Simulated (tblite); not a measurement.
Saddle-point search, with input and output: C₃H₃B₂ClF₂

System: C₃H₃B₂ClF₂, SMILES C=C=C(BCl)B(F)F.
Method: GFN2-xTB saddle search (eigenvector following) and harmonic vibrations, gas phase (tblite 0.8.0).

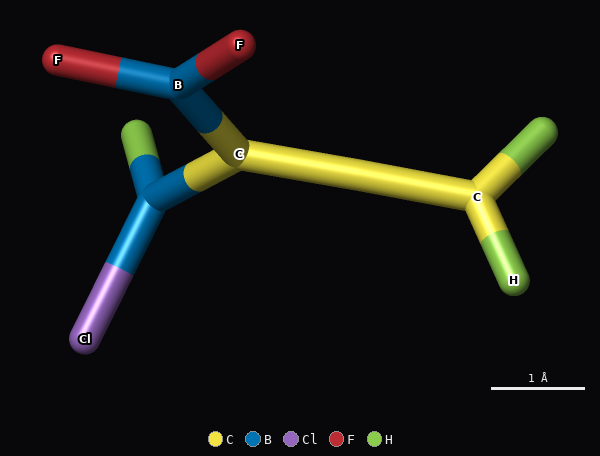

Fig. 1: The starting structure (stick view, seen at a tilt).

## The input
```
{"job": {"xc": "GFN2-xTB", "basis": "xTB", "kind": "saddle"}, "charge": 0, "multiplicity": 1}
C      2.236419     0.061011    -0.132502
C      0.947716     0.034115    -0.087816
C     -0.362140    -0.017847    -0.036907
B     -1.147001    -1.384896    -0.009581
Cl    -1.537611    -2.089478     1.466487
B     -1.165814     1.306638     0.019104
F     -2.486878     1.336578     0.065940
F     -0.603161     2.500694     0.022360
H      2.770201     0.090010    -1.067205
H      2.832285     0.070928     0.764510
H     -1.484016    -1.907753    -1.004391
```

The first line tells a small driver script what to run in tblite; the rest is the geometry in Å.

Launch command:
```bash
OMP_NUM_THREADS=1 python <driver script> task.json out
```

## The program's output
```
step      E/eV     max force
  0    -666.51564   0.0320
  1    -666.51577   0.0066
  2    -666.51577   0.0000
lowest wavenumbers (cm-1): -60.2 46.2 94.8 125.2 136.3 270.2
```

## Trajectory as extended XYZ (Å, eV, eV/Å), 3 frames, from step=0 to step=2
```
11
Properties=species:S:1:pos:R:3:forces:R:3 step=0 energy=-666.51564
C     2.2364    0.0610   -0.1325   -0.0320   0.0000   0.0010
C     0.9477    0.0341   -0.0878    0.0270  -0.0070   0.0030
C    -0.3621   -0.0178   -0.0369   -0.0020  -0.0010   0.0090
B    -1.1470   -1.3849   -0.0096   -0.0060   0.0020  -0.0090
Cl   -1.5376   -2.0895    1.4665    0.0010  -0.0020   0.0040
B    -1.1658    1.3066    0.0191    0.0080   0.0010   0.0060
F    -2.4869    1.3366    0.0659   -0.0050  -0.0010  -0.0030
F    -0.6032    2.5007    0.0224    0.0020   0.0020  -0.0040
H     2.7702    0.0900   -1.0672    0.0050   0.0020  -0.0060
H     2.8323    0.0709    0.7645    0.0080   0.0070   0.0040
H    -1.4840   -1.9078   -1.0044   -0.0070  -0.0050  -0.0040
11
Properties=species:S:1:pos:R:3:forces:R:3 step=1 energy=-666.51577
C     2.2374    0.0684   -0.1354   -0.0040   0.0000   0.0000
C     0.9494    0.0279   -0.0870    0.0050   0.0000   0.0000
C    -0.3604   -0.0261   -0.0326    0.0000  -0.0010   0.0010
B    -1.1519   -1.3894   -0.0094   -0.0010  -0.0020   0.0030
Cl   -1.5706   -2.0813    1.4657    0.0020   0.0020  -0.0060
B    -1.1596    1.3014    0.0241    0.0000   0.0000   0.0000
F    -2.4807    1.3365    0.0696    0.0010   0.0000   0.0000
F    -0.5924    2.4934    0.0237    0.0000  -0.0010   0.0000
H     2.7678    0.1034   -1.0721   -0.0010   0.0000   0.0010
H     2.8374    0.0837    0.7591   -0.0010   0.0000  -0.0010
H    -1.4766   -1.9180   -1.0057    0.0000   0.0000   0.0020
11
Properties=species:S:1:pos:R:3:forces:R:3 step=2 energy=-666.51577
C     2.2373    0.0684   -0.1355    0.0000   0.0000   0.0000
C     0.9495    0.0278   -0.0871    0.0000   0.0000   0.0000
C    -0.3603   -0.0262   -0.0327    0.0000   0.0000   0.0000
B    -1.1518   -1.3894   -0.0094    0.0000   0.0000   0.0000
Cl   -1.5715   -2.0806    1.4655    0.0000   0.0000   0.0000
B    -1.1595    1.3014    0.0242    0.0000   0.0000   0.0000
F    -2.4806    1.3365    0.0699    0.0000   0.0000   0.0000
F    -0.5923    2.4933    0.0239    0.0000   0.0000   0.0000
H     2.7678    0.1035   -1.0722    0.0000   0.0000   0.0000
H     2.8373    0.0837    0.7589    0.0000   0.0000   0.0000
H    -1.4758   -1.9185   -1.0056    0.0000   0.0000   0.0000
```

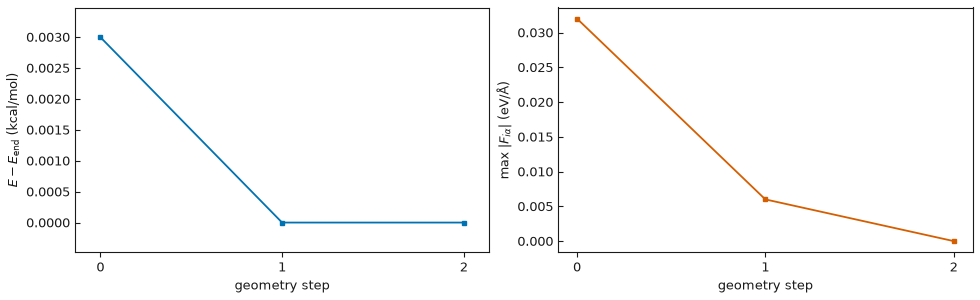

Fig. 2: Progress of the saddle-point search, step by step (steps are counted from 0).

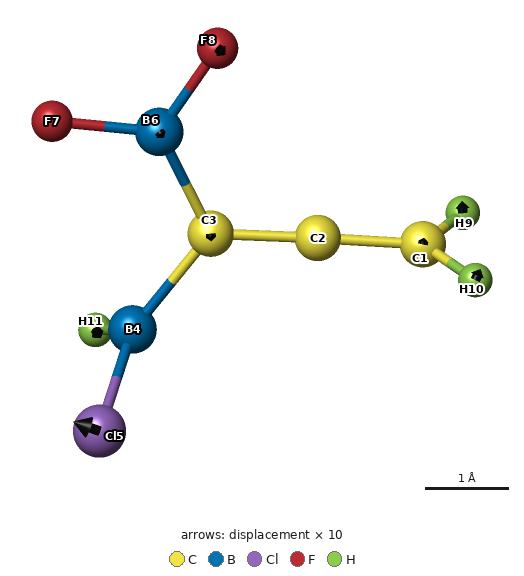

Fig. 3: The starting structure with the displacements as black arrows, magnified 10 times (ball-and-stick view, seen at a tilt). The two geometries are laid on each other by the best rigid fit. The atom that moves furthest after the best rigid fit is Cl5 (0.035 Å). Largest moves by element: Cl 0.035 Å, H 0.015 Å, F 0.013 Å, B 0.010 Å, C 0.010 Å. After 2 geometry steps the energy has fallen by next to nothing (0.0 kcal/mol). The largest force component goes from 0.032 to under 0.0001 eV/Å. (Atoms are counted from 1 in the order of the input.)

## Results in brief

| quantity | value |
| --- | --- |
| outcome | converged |
| total energy | −666.5158 eV |
| point group | C1 |
| hardware | 1 CPU thread, shared host |
| wall time | 1.8 s |
| peak memory | 0.19 GiB |
